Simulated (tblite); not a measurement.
Run report: C5H12N2SeSi, geometry relaxation (part 1 of 2)

System: C5H12N2SeSi.
Method: GFN2-xTB geometry optimisation, gas phase (tblite 0.8.0).

It belongs to a series of runs on one base structure; here: H on C replaced by NMe2.

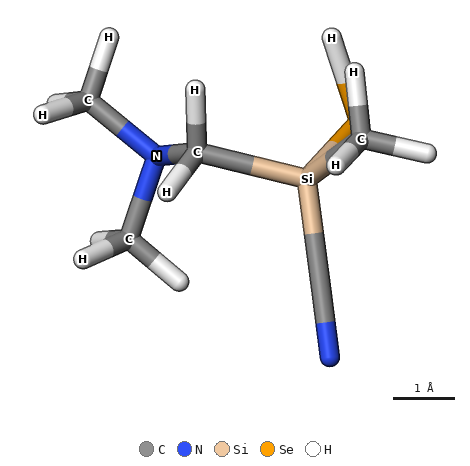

Fig. 1: The structure as given in the input (stick view, seen at a tilt). Bond lengths as drawn: C–H 1.09 to 1.12 Å, C–N 1.17 to 1.48 Å, C–Si 1.81 to 1.87 Å, H–Se 1.54 Å and Se–Si 2.29 Å.

### Key numbers

| quantity | value |
| --- | --- |
| outcome | converged |
| total energy | −749.1337 eV |
| hardware | 1 CPU thread, shared host |
| wall time | 1.5 s |
| peak memory | 0.18 GiB |

### Input file
```
{"job": {"kind": "relax", "xc": "GFN2-xTB", "basis": "xTB"}, "charge": 0, "multiplicity": 1}
C     -2.086600     1.508600     0.303100
N     -1.249000     0.462600    -0.282000
C     -2.047800    -0.748900    -0.516600
C     -0.115800     0.167600     0.625300
Si     1.370100    -0.466300    -0.322900
C      2.900500    -0.243900     0.707100
Se     1.599600     0.739600    -2.259300
C      1.195300    -2.222400    -0.725800
N      1.078000    -3.353000    -0.983400
H     -2.955200     1.729000    -0.366400
H     -1.519700     2.453000     0.405300
H     -2.489200     1.208900     1.304300
H     -1.449800    -1.534100    -0.988700
H     -2.879100    -0.511100    -1.227700
H     -2.494900    -1.134800     0.426200
H      0.233500     1.084500     1.157900
H     -0.392100    -0.571200     1.425400
H      3.036300     0.826500     0.948400
H      2.800100    -0.817700     1.657000
H      3.794500    -0.606500     0.153700
H      1.662300     2.046700    -1.441200
```

The first line tells a small driver script what to run in tblite; the rest is the geometry in Å.

Launch command:
```bash
OMP_NUM_THREADS=1 python <driver script> task.json out
```

### What the program printed
```
step      E/eV     max force
  0    -748.58787    3.801
  1    -748.45974   10.676
  2    -748.82706    0.634
  3    -748.85775    0.403
  4    -748.88679    0.393
  5    -748.89650    0.374
  6    -748.91899    0.179
  7    -748.92134    0.133
  8    -748.92416    0.131
  9    -748.92595    0.145
 10    -748.92850    0.156
 11    -748.93102    0.136
 12    -748.93390    0.139
 13    -748.93665    0.146
 14    -748.93931    0.142
 15    -748.94185    0.154
 16    -748.94438    0.109
 17    -748.94696    0.124
 18    -748.94954    0.132
 19    -748.95188    0.128
 20    -748.95376    0.098
 21    -748.95528    0.097
 22    -748.95683    0.129
 23    -748.95856    0.142
 24    -748.96022    0.117
 25    -748.96151    0.072
 26    -748.96243    0.056
 27    -748.96313    0.075
 28    -748.96370    0.068
 29    -748.96416    0.057
 30    -748.96457    0.047
 31    -748.96505    0.070
 32    -748.96563    0.090
 33    -748.96622    0.077
 34    -748.96673    0.056
 35    -748.96724    0.055
 36    -748.96786    0.092
 37    -748.96865    0.121
 38    -748.96964    0.122
 39    -748.97078    0.097
 40    -748.97207    0.079
 41    -748.97349    0.100
 42    -748.97490    0.120
 43    -748.97622    0.115
 44    -748.97753    0.087
 45    -748.97892    0.100
 46    -748.98054    0.104
 47    -748.98282    0.125
 48    -748.98646    0.180
 49    -748.99230    0.235
 50    -748.99934    0.254
 51    -748.99627    0.471
 52    -749.00411    0.364
 53    -749.01092    0.291
 54    -749.01512    0.139
 55    -749.02067    0.435
 56    -749.02606    0.297
 57    -749.03660    0.174
 58    -749.04322    0.196
 59    -749.05019    0.170
 60    -749.05397    0.223
 61    -749.05872    0.216
 62    -749.06368    0.177
 63    -749.07012    0.160
 64    -749.07499    0.159
 65    -749.08137    0.152
 66    -749.08749    0.179
 67    -749.09072    0.128
 68    -749.09357    0.341
 69    -749.09708    0.176
 70    -749.10008    0.102
 71    -749.10284    0.105
 72    -749.10523    0.116
 73    -749.10765    0.099
 74    -749.10935    0.090
 75    -749.11044    0.107
 76    -749.11136    0.103
 77    -749.11249    0.100
 78    -749.11362    0.095
 79    -749.11473    0.079
 80    -749.11588    0.088
 81    -749.11709    0.111
 82    -749.11819    0.115
 83    -749.11912    0.099
 84    -749.12009    0.076
 85    -749.12128    0.084
 86    -749.12256    0.076
 87    -749.12362    0.067
 88    -749.12440    0.064
 89    -749.12503    0.050
 90    -749.12559    0.052
 91    -749.12609    0.051
 92    -749.12655    0.048
 93    -749.12698    0.046
 94    -749.12738    0.033
 95    -749.12770    0.030
 96    -749.12795    0.038
 97    -749.12818    0.036
 98    -749.12845    0.032
 99    -749.12876    0.056
100    -749.12914    0.085
101    -749.12953    0.084
102    -749.12984    0.047
103    -749.13002    0.029
104    -749.13014    0.024
105    -749.13025    0.031
106    -749.13035    0.027
107    -749.13042    0.057
108    -749.13052    0.022
109    -749.13064    0.043
110    -749.13077    0.051
111    -749.13098    0.038
112    -749.13123    0.031
113    -749.13147    0.030
114    -749.13164    0.034
115    -749.13181    0.032
116    -749.13201    0.035
117    -749.13223    0.035
118    -749.13238    0.023
119    -749.13245    0.021
120    -749.13251    0.019
121    -749.13259    0.021
122    -749.13271    0.033
123    -749.13288    0.036
124    -749.13303    0.027
125    -749.13314    0.024
126    -749.13323    0.025
127    -749.13334    0.033
128    -749.13345    0.030
129    -749.13354    0.018
130    -749.13360    0.015
131    -749.13365    0.019
132    -749.13368    0.023
133    -749.13371    0.016
134    -749.13372    0.006
```

### Trajectory as extended XYZ (Å, eV, eV/Å), 10 of the 135 frames kept, from step=0 to step=134
```
21
Properties=species:S:1:pos:R:3:forces:R:3 step=0 energy=-748.58787
C    -2.0866    1.5086    0.3031   -0.5210   0.1960  -0.1690
N    -1.2490    0.4626   -0.2820   -0.1130  -0.1600   0.7980
C    -2.0478   -0.7489   -0.5166   -0.3950   0.4830  -0.3020
C    -0.1158    0.1676    0.6253   -0.7780   0.1200   0.6070
Si    1.3701   -0.4663   -0.3229   -0.0300   1.0670  -0.6140
C     2.9005   -0.2439    0.7071    1.1150  -0.1500   0.8190
Se    1.5996    0.7396   -2.2593   -0.0060   1.0170   0.5040
C     1.1953   -2.2224   -0.7258   -0.3870  -3.6660  -0.9280
N     1.0780   -3.3530   -0.9834    0.2280   2.2420   0.5150
H    -2.9552    1.7290   -0.3664    0.6800  -0.2960   0.4480
H    -1.5197    2.4530    0.4053   -0.1480  -0.5660  -0.0170
H    -2.4892    1.2089    1.3043    0.2010   0.2180  -0.5000
H    -1.4498   -1.5341   -0.9887    0.0620   0.2070   0.2190
H    -2.8791   -0.5111   -1.2277    0.6540  -0.0560   0.6020
H    -2.4949   -1.1348    0.4262    0.1880   0.0720  -0.3620
H     0.2335    1.0845    1.1579   -0.5410  -0.4450  -0.4110
H    -0.3921   -0.5712    1.4254   -0.0450   0.5310  -0.3780
H     3.0363    0.8265    0.9484    0.1030  -0.6430  -0.0540
H     2.8001   -0.8177    1.6570    0.3290   0.4920  -0.6540
H     3.7945   -0.6065    0.1537   -0.5330   0.3120   0.5830
H     1.6623    2.0467   -1.4412   -0.0630  -0.9760  -0.7040
21
Properties=species:S:1:pos:R:3:forces:R:3 step=15 energy=-748.94185
C    -2.1199    1.5151    0.3181    0.0060   0.0110  -0.0020
N    -1.2758    0.4638   -0.2159   -0.0430  -0.0130   0.0340
C    -2.0394   -0.7279   -0.5145    0.0040  -0.0430  -0.0300
C    -0.1542    0.1670    0.6604   -0.0430   0.0190   0.0330
Si    1.3775   -0.4559   -0.3113    0.0450   0.1400  -0.0460
C     2.9612   -0.2656    0.7346   -0.0270   0.0050   0.0230
Se    1.5353    0.7511   -2.2639   -0.0160  -0.0350  -0.0860
C     1.1969   -2.2506   -0.7975   -0.0220  -0.0270   0.0940
N     1.0675   -3.3663   -1.0177    0.0020  -0.0350  -0.0790
H    -2.9354    1.7041   -0.3785    0.0140  -0.0160  -0.0030
H    -1.5330    2.4284    0.4110   -0.0070   0.0170   0.0110
H    -2.5502    1.2712    1.3034    0.0210  -0.0380  -0.0500
H    -1.3876   -1.4697   -0.9712    0.0590  -0.0420  -0.0150
H    -2.8292   -0.4891   -1.2228   -0.0090   0.0670  -0.0380
H    -2.5026   -1.1777    0.3791    0.0440   0.0350   0.0220
H     0.1455    1.0965    1.1487    0.0130   0.0100   0.0460
H    -0.4350   -0.5374    1.4568   -0.0050  -0.0010   0.0640
H     3.1137    0.7827    0.9814    0.0250  -0.0250   0.0160
H     2.8785   -0.8198    1.6641    0.0460  -0.0100   0.0210
H     3.8487   -0.6123    0.2122   -0.0770  -0.0170  -0.0190
H     1.6287    2.0095   -1.5770   -0.0290  -0.0020   0.0000
21
Properties=species:S:1:pos:R:3:forces:R:3 step=30 energy=-748.96457
C    -2.1367    1.5157    0.3171   -0.0050  -0.0090   0.0000
N    -1.2586    0.4787   -0.1840    0.0200   0.0280  -0.0210
C    -1.9925   -0.7185   -0.5328    0.0150   0.0260   0.0090
C    -0.1624    0.1964    0.7262   -0.0040  -0.0050   0.0030
Si    1.3653   -0.4238   -0.2512    0.0340   0.0090   0.0120
C     2.9784   -0.2825    0.7544    0.0230  -0.0060   0.0040
Se    1.4540    0.6561   -2.2803    0.0040  -0.0020  -0.0470
C     1.1816   -2.2159   -0.7593   -0.0080  -0.0030   0.0080
N     1.0702   -3.3030   -1.1006   -0.0070  -0.0380   0.0120
H    -2.9254    1.6887   -0.4133    0.0010   0.0280   0.0110
H    -1.5680    2.4383    0.4373   -0.0310  -0.0140   0.0100
H    -2.6010    1.2552    1.2812   -0.0070  -0.0010  -0.0080
H    -1.3172   -1.4439   -0.9865   -0.0080   0.0220   0.0100
H    -2.7635   -0.4605   -1.2572    0.0220  -0.0250  -0.0100
H    -2.4732   -1.1873    0.3411    0.0140  -0.0040  -0.0090
H     0.1199    1.1281    1.2225    0.0040  -0.0170  -0.0030
H    -0.4505   -0.5113    1.5187   -0.0170   0.0090   0.0150
H     3.1927    0.7497    1.0186   -0.0270  -0.0060  -0.0130
H     2.9215   -0.8569    1.6743    0.0040  -0.0010  -0.0070
H     3.8209   -0.6556    0.1800    0.0030  -0.0090  -0.0020
H     1.5355    1.9692   -1.7067   -0.0310   0.0180   0.0260
21
Properties=species:S:1:pos:R:3:forces:R:3 step=45 energy=-748.97892
C    -2.1610    1.5188    0.3306    0.0050   0.0140   0.0160
N    -1.2262    0.5439   -0.1918    0.0240  -0.0290   0.0150
C    -1.9073   -0.6734   -0.5738   -0.0190  -0.0170  -0.0080
C    -0.1511    0.2395    0.7352    0.0560  -0.0350   0.0070
Si    1.3600   -0.4454   -0.2311   -0.0030  -0.0540  -0.0290
C     2.9914   -0.3170    0.7422    0.0170   0.0030  -0.0170
Se    1.4394    0.6243   -2.2708    0.0090   0.0370   0.0150
C     1.1468   -2.2549   -0.6947    0.0120   0.0310  -0.0220
N     1.0313   -3.3461   -1.0243    0.0010   0.0770   0.0640
H    -2.9104    1.7264   -0.4314    0.0010   0.0170  -0.0040
H    -1.6338    2.4431    0.5596    0.0290   0.0360  -0.0160
H    -2.6744    1.1768    1.2414   -0.0110  -0.0430   0.0230
H    -1.1853   -1.3750   -0.9878   -0.0340  -0.0170  -0.0840
H    -2.6568   -0.4519   -1.3304   -0.0010   0.0130  -0.0110
H    -2.3965   -1.1578    0.2857   -0.0510  -0.0140  -0.0110
H     0.1581    1.1598    1.2364   -0.0260  -0.0130  -0.0120
H    -0.4754   -0.4665    1.5168    0.0240   0.0590   0.0460
H     3.2087    0.7169    0.9950   -0.0030  -0.0040   0.0430
H     2.9592   -0.8963    1.6604    0.0060   0.0310  -0.0090
H     3.8184   -0.6849    0.1427    0.0090  -0.0260   0.0010
H     1.2560    1.9365   -1.7105   -0.0450  -0.0650  -0.0060
21
Properties=species:S:1:pos:R:3:forces:R:3 step=60 energy=-749.05397
C    -2.1699    1.4765    0.3810    0.0500   0.0390   0.0540
N    -1.1506    0.6096   -0.1764   -0.0560   0.0310  -0.1130
C    -1.7756   -0.5749   -0.7370    0.0010  -0.0040   0.0070
C    -0.0772    0.3263    0.7612   -0.0980  -0.0510  -0.1170
Si    1.3989   -0.4454   -0.1952    0.0340   0.1200   0.0610
C     3.0618   -0.3809    0.7175    0.0270   0.0200   0.0310
Se    1.4567    0.7460   -2.1589   -0.1330   0.0840   0.0800
C     1.0829   -2.2678   -0.5004    0.0200   0.0070  -0.0130
N     0.9216   -3.3873   -0.6765   -0.0270  -0.0800  -0.0240
H    -2.8217    1.8147   -0.4272    0.0320   0.0070   0.1020
H    -1.6881    2.3373    0.8415   -0.0670   0.0830  -0.0390
H    -2.7833    0.9711    1.1443    0.0330   0.0290  -0.0400
H    -1.0364   -1.2328   -1.1906    0.0300   0.0850  -0.0280
H    -2.4709   -0.2519   -1.5124    0.0150  -0.0430   0.0110
H    -2.3339   -1.1646    0.0051    0.0360   0.0650   0.0710
H     0.2678    1.2809    1.1762   -0.0780  -0.1000  -0.0330
H    -0.4214   -0.2868    1.6050    0.0780  -0.1100   0.0030
H     3.3114    0.6388    0.9909    0.0320   0.0370   0.0160
H     3.0409   -0.9786    1.6219    0.0110  -0.0230   0.0390
H     3.8604   -0.7599    0.0866   -0.0270   0.0020  -0.0110
H     0.3178    1.5465   -1.7569    0.0860  -0.1970  -0.0580
```
